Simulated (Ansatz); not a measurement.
# FH2O2Si radical (SMILES O[Si](O)F): the energy over two coordinates, part 2 of 2

Ansatz 0.2.0, Gaussian basis. The steps go on from the part before.

## (12) Si2–O3 = 1.514 Å, O3–Si2–F4 = 111.3°

The input, ccsdt-tzvpp/in.yaml:

```yaml
crystal:
  periodic: [false, false, false]
  atoms:
    - {symbol: O, position_ang: [-0.887312, 1.032021, -0.626322]}
    - {symbol: Si, position_ang: [0.382886, 0.026226, -0.446519]}
    - {symbol: O, position_ang: [0.349250, -0.515134, 0.966985]}
    - {symbol: F, position_ang: [0.159445, -1.133927, -1.516285]}
    - {symbol: H, position_ang: [-1.051627, 1.658840, 0.081082]}
    - {symbol: H, position_ang: [1.095242, -1.040830, 1.262305]}
basis:
  gaussian: {orbitals: def2-TZVPP}
magnetization: {spin_polarized: true, initial_magnetization: 1}
correlation: {method: ccsd_t}
scf: {omitted_lower_state_checks: [cluster_reference]}
```

What it wrote (excerpt; [...] marks lines left out):

```text
Functional definition: HF
  name "HF"
  cite "Fock, Z. Phys. 61, 126 (1930) doi:10.1007/BF01340294"
  parent pbe
[...]
1018 factors; integrals over basis functions are off by at most 1.2e-3 eV
[...]
mean field -14681.03962340 eV, -539.5182549938 hartree, gradient 8.3e-6 eV, S^2 0.752537; 0 other end points of the search recorded, 0 dependent functions left out
[...]
reference -14681.03962340 eV, -539.5182549938 hartree; 13, 12 occupied and 142, 143 virtual orbitals, 1018 factors
second order -22.30267679 eV of doubles, -0.00000000 eV of singles
cycle   1  -22.01258888 eV  change    2.9e-1 eV  update   9.3e-2
[...]
cycle  10  -22.53836188 eV  change    5.1e-6 eV  update   1.7e-5
perturbative correction -0.72962557 eV, -0.0268132452 hartree
Total energy: -14704.30761085 eV, -540.3733377612 hartree
Checks for a lower state left out: cluster_reference
```

Run time: 67 s. Hardware: 4 threads, shared host; peak memory 3.4 GiB.

## (13) Si2–O3 = 1.514 Å, O3–Si2–F4 = 123.3°

ccsdt-tzvpp/in.yaml: that of step 12 with these lines changed.

```diff
@@ -5,6 +5,6 @@
     - {symbol: Si, position_ang: [0.382886, 0.026226, -0.446519]}
-    - {symbol: O, position_ang: [0.349250, -0.515134, 0.966985]}
+    - {symbol: O, position_ang: [0.400076, -0.213493, 1.048284]}
     - {symbol: F, position_ang: [0.159445, -1.133927, -1.516285]}
     - {symbol: H, position_ang: [-1.051627, 1.658840, 0.081082]}
-    - {symbol: H, position_ang: [1.095242, -1.040830, 1.262305]}
+    - {symbol: H, position_ang: [1.160782, -0.664208, 1.420114]}
 basis:
```

What it wrote (excerpt; [...] marks lines left out):

```text
[... 4 set-up lines as earlier in the session ...]
[...]
1018 factors; integrals over basis functions are off by at most 1.2e-3 eV
[...]
mean field -14680.88988323 eV, -539.5127521443 hartree, gradient 1.4e-6 eV, S^2 0.752448; 0 other end points of the search recorded, 0 dependent functions left out
[...]
reference -14680.88988323 eV, -539.5127521443 hartree; 13, 12 occupied and 142, 143 virtual orbitals, 1018 factors
second order -22.33332610 eV of doubles, -0.00000000 eV of singles
cycle   1  -22.03504941 eV  change    3.0e-1 eV  update   9.3e-2
[...]
cycle  10  -22.56448719 eV  change    5.1e-6 eV  update   1.7e-5
perturbative correction -0.73329898 eV, -0.0269482404 hartree
Total energy: -14704.18766940 eV, -540.3689299942 hartree
Checks for a lower state left out: cluster_reference
```

Run time: 67 s. Hardware: 4 threads, shared host; peak memory 3.4 GiB.

## (14) Si2–O3 = 1.514 Å, O3–Si2–F4 = 135.3°

ccsdt-tzvpp/in.yaml: that of step 13 with these lines changed.

```diff
@@ -5,6 +5,6 @@
     - {symbol: Si, position_ang: [0.382886, 0.026226, -0.446519]}
-    - {symbol: O, position_ang: [0.400076, -0.213493, 1.048284]}
+    - {symbol: O, position_ang: [0.450151, 0.098625, 1.064252]}
     - {symbol: F, position_ang: [0.159445, -1.133927, -1.516285]}
     - {symbol: H, position_ang: [-1.051627, 1.658840, 0.081082]}
-    - {symbol: H, position_ang: [1.160782, -0.664208, 1.420114]}
+    - {symbol: H, position_ang: [1.227170, -0.262936, 1.495055]}
 basis:
```

What it wrote (excerpt; [...] marks lines left out):

```text
[... 4 set-up lines as earlier in the session ...]
[...]
1018 factors; integrals over basis functions are off by at most 1.3e-3 eV
[...]
mean field -14680.49595931 eV, -539.4982757072 hartree, gradient 1.7e-6 eV, S^2 0.752571; 0 other end points of the search recorded, 0 dependent functions left out
[...]
reference -14680.49595931 eV, -539.4982757072 hartree; 13, 12 occupied and 142, 143 virtual orbitals, 1018 factors
second order -22.38885937 eV of doubles, -0.00000000 eV of singles
cycle   1  -22.07630438 eV  change    3.1e-1 eV  update   9.5e-2
[...]
cycle  10  -22.61351574 eV  change    1.1e-5 eV  update   2.5e-5
perturbative correction -0.74123430 eV, -0.0272398579 hartree
Total energy: -14703.85070935 eV, -540.3565469407 hartree
Checks for a lower state left out: cluster_reference
```

Wall time 68 s (4 threads, shared host); peak memory 3.4 GiB.

## (15) Si2–O3 = 1.763 Å, O3–Si2–F4 = 87.3°

ccsdt-tzvpp/in.yaml: that of step 14 with these lines changed.

```diff
@@ -5,6 +5,6 @@
     - {symbol: Si, position_ang: [0.382886, 0.026226, -0.446519]}
-    - {symbol: O, position_ang: [0.450151, 0.098625, 1.064252]}
+    - {symbol: O, position_ang: [0.232993, -1.209868, 0.801589]}
     - {symbol: F, position_ang: [0.159445, -1.133927, -1.516285]}
     - {symbol: H, position_ang: [-1.051627, 1.658840, 0.081082]}
-    - {symbol: H, position_ang: [1.227170, -0.262936, 1.495055]}
+    - {symbol: H, position_ang: [0.956832, -1.830659, 0.905272]}
 basis:
```

What it wrote (excerpt; [...] marks lines left out):

```text
[... 4 set-up lines as earlier in the session ...]
[...]
1019 factors; integrals over basis functions are off by at most 1.3e-3 eV
[...]
mean field -14680.39338279 eV, -539.4945060896 hartree, gradient 4.8e-6 eV, S^2 0.755358; 0 other end points of the search recorded, 0 dependent functions left out
[...]
reference -14680.39338279 eV, -539.4945060896 hartree; 13, 12 occupied and 142, 143 virtual orbitals, 1019 factors
second order -22.52524780 eV of doubles, -0.00000000 eV of singles
cycle   1  -22.14520652 eV  change    3.8e-1 eV  update   1.0e-1
[...]
cycle  12  -22.72174009 eV  change   -2.0e-5 eV  update   1.3e-5
perturbative correction -0.77148383 eV, -0.0283515078 hartree
Total energy: -14703.88660671 eV, -540.3578661441 hartree
Checks for a lower state left out: cluster_reference
```

Wall time 81 s (4 threads, shared host); peak memory 3.4 GiB.

## (16) Si2–O3 = 1.763 Å, O3–Si2–F4 = 99.3°

ccsdt-tzvpp/in.yaml: that of step 15 with these lines changed.

```diff
@@ -5,6 +5,6 @@
     - {symbol: Si, position_ang: [0.382886, 0.026226, -0.446519]}
-    - {symbol: O, position_ang: [0.232993, -1.209868, 0.801589]}
+    - {symbol: O, position_ang: [0.286244, -0.927867, 1.032851]}
     - {symbol: F, position_ang: [0.159445, -1.133927, -1.516285]}
     - {symbol: H, position_ang: [-1.051627, 1.658840, 0.081082]}
-    - {symbol: H, position_ang: [0.956832, -1.830659, 0.905272]}
+    - {symbol: H, position_ang: [1.019765, -1.511094, 1.237467]}
 basis:
```

What it wrote (excerpt; [...] marks lines left out):

```text
[... 4 set-up lines as earlier in the session ...]
[...]
1019 factors; integrals over basis functions are off by at most 1.3e-3 eV
[...]
mean field -14680.87135200 eV, -539.5120711341 hartree, gradient 5.7e-6 eV, S^2 0.754638; 0 other end points of the search recorded, 0 dependent functions left out
[...]
reference -14680.87135200 eV, -539.5120711341 hartree; 13, 12 occupied and 142, 143 virtual orbitals, 1019 factors
second order -22.50474392 eV of doubles, -0.00000000 eV of singles
cycle   1  -22.12812530 eV  change    3.8e-1 eV  update   1.0e-1
[...]
cycle  11  -22.69930403 eV  change   -9.2e-6 eV  update   1.6e-5
perturbative correction -0.76608275 eV, -0.0281530219 hartree
Total energy: -14704.33673878 eV, -540.3744081928 hartree
Checks for a lower state left out: cluster_reference
```

Run time: 78 s. Hardware: 4 threads, shared host; peak memory 3.3 GiB.

## (17) Si2–O3 = 1.763 Å, O3–Si2–F4 = 111.3°

ccsdt-tzvpp/in.yaml: that of step 16 with these lines changed.

```diff
@@ -5,6 +5,6 @@
     - {symbol: Si, position_ang: [0.382886, 0.026226, -0.446519]}
-    - {symbol: O, position_ang: [0.286244, -0.927867, 1.032851]}
+    - {symbol: O, position_ang: [0.343717, -0.604169, 1.199457]}
     - {symbol: F, position_ang: [0.159445, -1.133927, -1.516285]}
     - {symbol: H, position_ang: [-1.051627, 1.658840, 0.081082]}
-    - {symbol: H, position_ang: [1.019765, -1.511094, 1.237467]}
+    - {symbol: H, position_ang: [1.089710, -1.129864, 1.494777]}
 basis:
```

What it wrote (excerpt; [...] marks lines left out):

```text
[... 4 set-up lines as earlier in the session ...]
[...]
1019 factors; integrals over basis functions are off by at most 1.3e-3 eV
[...]
mean field -14680.99035836 eV, -539.5164445372 hartree, gradient 6.3e-6 eV, S^2 0.754290; 0 other end points of the search recorded, 0 dependent functions left out
[...]
reference -14680.99035836 eV, -539.5164445372 hartree; 13, 12 occupied and 142, 143 virtual orbitals, 1019 factors
second order -22.51233359 eV of doubles, -0.00000000 eV of singles
cycle   1  -22.13183030 eV  change    3.8e-1 eV  update   1.0e-1
[...]
cycle  10  -22.70284756 eV  change    2.0e-5 eV  update   2.6e-5
perturbative correction -0.76578296 eV, -0.0281420048 hartree
Total energy: -14704.45898889 eV, -540.3789008013 hartree
Checks for a lower state left out: cluster_reference
```

It took 72 s on 4 threads, shared host; peak memory 3.3 GiB.

## (18) Si2–O3 = 1.763 Å, O3–Si2–F4 = 123.3°

ccsdt-tzvpp/in.yaml: that of step 17 with these lines changed.

```diff
@@ -5,6 +5,6 @@
     - {symbol: Si, position_ang: [0.382886, 0.026226, -0.446519]}
-    - {symbol: O, position_ang: [0.343717, -0.604169, 1.199457]}
+    - {symbol: O, position_ang: [0.402903, -0.252918, 1.294127]}
     - {symbol: F, position_ang: [0.159445, -1.133927, -1.516285]}
     - {symbol: H, position_ang: [-1.051627, 1.658840, 0.081082]}
-    - {symbol: H, position_ang: [1.089710, -1.129864, 1.494777]}
+    - {symbol: H, position_ang: [1.163609, -0.703633, 1.665957]}
 basis:
```

What it wrote (excerpt; [...] marks lines left out):

```text
[... 4 set-up lines as earlier in the session ...]
[...]
1018 factors; integrals over basis functions are off by at most 1.3e-3 eV
[...]
mean field -14680.86984959 eV, -539.5120159214 hartree, gradient 6.5e-6 eV, S^2 0.754296; 0 other end points of the search recorded, 0 dependent functions left out
[...]
reference -14680.86984959 eV, -539.5120159214 hartree; 13, 12 occupied and 142, 143 virtual orbitals, 1018 factors
second order -22.54264399 eV of doubles, -0.00000000 eV of singles
cycle   1  -22.15277746 eV  change    3.9e-1 eV  update   1.0e-1
[...]
cycle  10  -22.72804304 eV  change    1.9e-5 eV  update   2.4e-5
perturbative correction -0.76986370 eV, -0.0282919692 hartree
Total energy: -14704.36775633 eV, -540.3755480668 hartree
Checks for a lower state left out: cluster_reference
```

It took 55 s on 4 threads, shared host; peak memory 3.3 GiB.

## (19) Si2–O3 = 1.763 Å, O3–Si2–F4 = 135.3°

ccsdt-tzvpp/in.yaml: that of step 18 with these lines changed.

```diff
@@ -5,6 +5,6 @@
     - {symbol: Si, position_ang: [0.382886, 0.026226, -0.446519]}
-    - {symbol: O, position_ang: [0.402903, -0.252918, 1.294127]}
+    - {symbol: O, position_ang: [0.461214, 0.110532, 1.312721]}
     - {symbol: F, position_ang: [0.159445, -1.133927, -1.516285]}
     - {symbol: H, position_ang: [-1.051627, 1.658840, 0.081082]}
-    - {symbol: H, position_ang: [1.163609, -0.703633, 1.665957]}
+    - {symbol: H, position_ang: [1.238232, -0.251029, 1.743524]}
 basis:
```

What it wrote (excerpt; [...] marks lines left out):

```text
[... 4 set-up lines as earlier in the session ...]
[...]
1018 factors; integrals over basis functions are off by at most 1.3e-3 eV
[...]
mean field -14680.56705929 eV, -539.5008885832 hartree, gradient 7.3e-6 eV, S^2 0.754739; 0 other end points of the search recorded, 0 dependent functions left out
[...]
reference -14680.56705929 eV, -539.5008885832 hartree; 13, 12 occupied and 142, 143 virtual orbitals, 1018 factors
second order -22.59390731 eV of doubles, -0.00000000 eV of singles
cycle   1  -22.18996205 eV  change    4.0e-1 eV  update   1.0e-1
[...]
cycle  10  -22.77364420 eV  change    3.0e-5 eV  update   3.1e-5
perturbative correction -0.77820583 eV, -0.0285985367 hartree
Total energy: -14704.11890931 eV, -540.3664031076 hartree
Checks for a lower state left out: cluster_reference
```

It took 62 s on 4 threads, shared host; peak memory 3.3 GiB.

## (20) Si2–O3 = 2.054 Å, O3–Si2–F4 = 87.3°

ccsdt-tzvpp/in.yaml: that of step 19 with these lines changed.

```diff
@@ -5,6 +5,6 @@
     - {symbol: Si, position_ang: [0.382886, 0.026226, -0.446519]}
-    - {symbol: O, position_ang: [0.461214, 0.110532, 1.312721]}
+    - {symbol: O, position_ang: [0.208252, -1.413897, 1.007601]}
     - {symbol: F, position_ang: [0.159445, -1.133927, -1.516285]}
     - {symbol: H, position_ang: [-1.051627, 1.658840, 0.081082]}
-    - {symbol: H, position_ang: [1.238232, -0.251029, 1.743524]}
+    - {symbol: H, position_ang: [0.932091, -2.034688, 1.111284]}
 basis:
```

What it wrote (excerpt; [...] marks lines left out):

```text
[... 4 set-up lines as earlier in the session ...]
[...]
1019 factors; integrals over basis functions are off by at most 1.3e-3 eV
[...]
mean field -14679.19487832 eV, -539.4504618628 hartree, gradient 1.7e-6 eV, S^2 0.781626; 2 other end points of the search recorded, 0 dependent functions left out
[...]
reference -14679.19487832 eV, -539.4504618628 hartree; 13, 12 occupied and 142, 143 virtual orbitals, 1019 factors
second order -22.67707637 eV of doubles, -0.00000000 eV of singles
cycle   1  -22.23552493 eV  change    4.4e-1 eV  update   1.1e-1
[...]
cycle  13  -22.88748520 eV  change    7.9e-6 eV  update   1.8e-5
perturbative correction -0.81388322 eV, -0.0299096567 hartree
Total energy: -14702.89624674 eV, -540.3214710868 hartree
Checks for a lower state left out: cluster_reference
```

It took 64 s on 4 threads, shared host; peak memory 3.3 GiB.

## (21) Si2–O3 = 2.054 Å, O3–Si2–F4 = 99.3°

ccsdt-tzvpp/in.yaml: that of step 20 with these lines changed.

```diff
@@ -5,6 +5,6 @@
     - {symbol: Si, position_ang: [0.382886, 0.026226, -0.446519]}
-    - {symbol: O, position_ang: [0.208252, -1.413897, 1.007601]}
+    - {symbol: O, position_ang: [0.270292, -1.085350, 1.277035]}
     - {symbol: F, position_ang: [0.159445, -1.133927, -1.516285]}
     - {symbol: H, position_ang: [-1.051627, 1.658840, 0.081082]}
-    - {symbol: H, position_ang: [0.932091, -2.034688, 1.111284]}
+    - {symbol: H, position_ang: [1.003813, -1.668576, 1.481651]}
 basis:
```

What it wrote (excerpt; [...] marks lines left out):

```text
[... 4 set-up lines as earlier in the session ...]
[...]
1019 factors; integrals over basis functions are off by at most 1.3e-3 eV
[...]
mean field -14679.52450507 eV, -539.4625754223 hartree, gradient 1.8e-6 eV, S^2 0.774142; 2 other end points of the search recorded, 0 dependent functions left out
[...]
reference -14679.52450507 eV, -539.4625754223 hartree; 13, 12 occupied and 142, 143 virtual orbitals, 1019 factors
second order -22.67891376 eV of doubles, -0.00000000 eV of singles
cycle   1  -22.22697070 eV  change    4.5e-1 eV  update   1.1e-1
[...]
cycle  13  -22.86924933 eV  change    5.2e-6 eV  update   1.3e-5
perturbative correction -0.80938874 eV, -0.0297444876 hartree
Total energy: -14703.20314314 eV, -540.3327493213 hartree
Checks for a lower state left out: cluster_reference
```

It took 64 s on 4 threads, shared host; peak memory 3.3 GiB.

## (22) Si2–O3 = 2.054 Å, O3–Si2–F4 = 111.3°

ccsdt-tzvpp/in.yaml: that of step 21 with these lines changed.

```diff
@@ -5,6 +5,6 @@
     - {symbol: Si, position_ang: [0.382886, 0.026226, -0.446519]}
-    - {symbol: O, position_ang: [0.270292, -1.085350, 1.277035]}
+    - {symbol: O, position_ang: [0.337252, -0.708221, 1.471142]}
     - {symbol: F, position_ang: [0.159445, -1.133927, -1.516285]}
     - {symbol: H, position_ang: [-1.051627, 1.658840, 0.081082]}
-    - {symbol: H, position_ang: [1.003813, -1.668576, 1.481651]}
+    - {symbol: H, position_ang: [1.083244, -1.233917, 1.766461]}
 basis:
```

What it wrote (excerpt; [...] marks lines left out):

```text
[... 4 set-up lines as earlier in the session ...]
[...]
1019 factors; integrals over basis functions are off by at most 1.3e-3 eV
[...]
mean field -14679.61267719 eV, -539.4658156879 hartree, gradient 1.7e-6 eV, S^2 0.772975; 1 other end points of the search recorded, 0 dependent functions left out
[...]
reference -14679.61267719 eV, -539.4658156879 hartree; 13, 12 occupied and 142, 143 virtual orbitals, 1019 factors
second order -22.68759083 eV of doubles, -0.00000000 eV of singles
cycle   1  -22.22964124 eV  change    4.6e-1 eV  update   1.1e-1
[...]
cycle  13  -22.87188538 eV  change    1.1e-6 eV  update   9.4e-6
perturbative correction -0.80922009 eV, -0.0297382898 hartree
Total energy: -14703.29378266 eV, -540.3360802624 hartree
Checks for a lower state left out: cluster_reference
```

Run time: 70 s. Hardware: 4 threads, shared host; peak memory 3.3 GiB.

## (23) Si2–O3 = 2.054 Å, O3–Si2–F4 = 123.3°

ccsdt-tzvpp/in.yaml: that of step 22 with these lines changed.

```diff
@@ -5,6 +5,6 @@
     - {symbol: Si, position_ang: [0.382886, 0.026226, -0.446519]}
-    - {symbol: O, position_ang: [0.337252, -0.708221, 1.471142]}
+    - {symbol: O, position_ang: [0.406207, -0.298994, 1.581437]}
     - {symbol: F, position_ang: [0.159445, -1.133927, -1.516285]}
     - {symbol: H, position_ang: [-1.051627, 1.658840, 0.081082]}
-    - {symbol: H, position_ang: [1.083244, -1.233917, 1.766461]}
+    - {symbol: H, position_ang: [1.166913, -0.749709, 1.953267]}
 basis:
```

What it wrote (excerpt; [...] marks lines left out):

```text
[... 4 set-up lines as earlier in the session ...]
[...]
1019 factors; integrals over basis functions are off by at most 1.3e-3 eV
[...]
mean field -14679.53432976 eV, -539.4629364730 hartree, gradient 2.1e-6 eV, S^2 0.775747; 1 other end points of the search recorded, 0 dependent functions left out
[...]
reference -14679.53432976 eV, -539.4629364730 hartree; 13, 12 occupied and 142, 143 virtual orbitals, 1019 factors
second order -22.70467104 eV of doubles, -0.00000000 eV of singles
cycle   1  -22.24251920 eV  change    4.6e-1 eV  update   1.1e-1
[...]
cycle  13  -22.89159756 eV  change   -2.5e-6 eV  update   7.7e-6
perturbative correction -0.81286773 eV, -0.0298723382 hartree
Total energy: -14703.23879505 eV, -540.3340595049 hartree
Checks for a lower state left out: cluster_reference
```

It took 66 s on 4 threads, shared host; peak memory 3.3 GiB.

## (24) Si2–O3 = 2.054 Å, O3–Si2–F4 = 135.3°

ccsdt-tzvpp/in.yaml: that of step 23 with these lines changed.

```diff
@@ -5,6 +5,6 @@
     - {symbol: Si, position_ang: [0.382886, 0.026226, -0.446519]}
-    - {symbol: O, position_ang: [0.406207, -0.298994, 1.581437]}
+    - {symbol: O, position_ang: [0.474143, 0.124447, 1.603101]}
     - {symbol: F, position_ang: [0.159445, -1.133927, -1.516285]}
     - {symbol: H, position_ang: [-1.051627, 1.658840, 0.081082]}
-    - {symbol: H, position_ang: [1.166913, -0.749709, 1.953267]}
+    - {symbol: H, position_ang: [1.251161, -0.237113, 2.033903]}
 basis:
```

What it wrote (excerpt; [...] marks lines left out):

```text
[... 4 set-up lines as earlier in the session ...]
[...]
1019 factors; integrals over basis functions are off by at most 1.3e-3 eV
[...]
mean field -14679.33734032 eV, -539.4556972444 hartree, gradient 2.3e-6 eV, S^2 0.782230; 1 other end points of the search recorded, 0 dependent functions left out
[...]
reference -14679.33734032 eV, -539.4556972444 hartree; 13, 12 occupied and 142, 143 virtual orbitals, 1019 factors
second order -22.72651484 eV of doubles, -0.00000000 eV of singles
cycle   1  -22.26413502 eV  change    4.6e-1 eV  update   1.1e-1
[...]
cycle  13  -22.92594111 eV  change   -5.2e-6 eV  update   9.9e-6
perturbative correction -0.81970229 eV, -0.0301235034 hartree
Total energy: -14703.08298371 eV, -540.3283335439 hartree
Checks for a lower state left out: cluster_reference
```

It took 66 s on 4 threads, shared host; peak memory 3.3 GiB.

## (25) The surface

CCSD(T) less its value at the minimum (kJ/mol); rows: bond length Si2–O3, columns: angle O3–Si2–F4.

```
Å / °   87.3   99.3  111.3  123.3  135.3
1.344  342.9  270.0  250.1  263.4  302.1
1.514  108.3   48.7   32.6   44.2   76.7
1.763   73.2   29.8   18.0   26.8   50.8
2.054  168.8  139.2  130.4  135.7  150.8
```

PBE0-D4 less CCSD(T), both from the minimum (kJ/mol); rows: bond length Si2–O3, columns: angle O3–Si2–F4.

```
Å / °   87.3   99.3  111.3  123.3  135.3
1.344  -13.0  -10.0   -8.8   -8.9  -10.3
1.514   -6.0   -3.3   -2.2   -2.3   -3.6
1.763   -2.5   -0.3    0.6    0.5   -0.6
2.054   -5.3   -3.2   -2.3   -2.6   -3.8
```

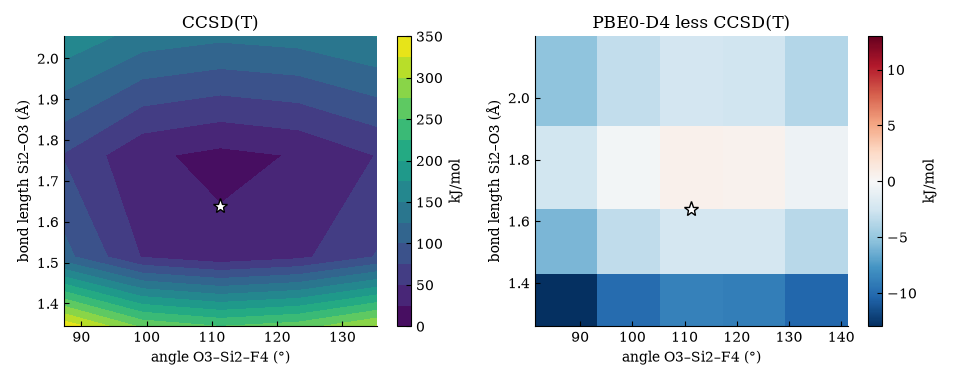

The CCSD(T) surface and one method's error on it; the star marks the minimum.

What each level costs and misses (shared host):

```
      method  RMS deviation from CCSD(T) (kJ/mol)        mean time a point
      PBE-D4                                 15.1                      2 s
   r2SCAN-D4                                  5.5                    3.6 s
     PBE0-D4                                  5.8                    2.8 s
Hartree-Fock                                 20.2  part of the CCSD(T) run
         MP2                                  2.5  part of the CCSD(T) run
        CCSD                                  3.8  part of the CCSD(T) run
     CCSD(T)                                    0                     67 s
```

For cost: r2SCAN-D4 comes within 5.5 kJ/mol at 3.6 s a point, where CCSD(T) needs 67 s.

## (26) What came out

The summary covers parts 1 to 2.

```
                  quantity                                                                                 value
                    points                                                                                    20
lowest grid point, CCSD(T)                                                       18.0 kJ/mol at 1.763 Å, 111.3 °
        highest grid point                                                                          342.9 kJ/mol
RMS deviation from CCSD(T)  PBE-D4 15.1, r2SCAN-D4 5.5, PBE0-D4 5.8, Hartree-Fock 20.2, MP2 2.5, CCSD 3.8 kJ/mol
     largest T1 diagnostic                                                                                 0.018
```

What this shows: A cubic fit of each row puts the best angle O3–Si2–F4 at 111.6° where the bond length Si2–O3 is 1.344 Å, and at 112.0° where it is 2.054 Å, so the two are hardly coupled. Over the grid MP2 stays nearest to CCSD(T) and Hartree-Fock strays most.
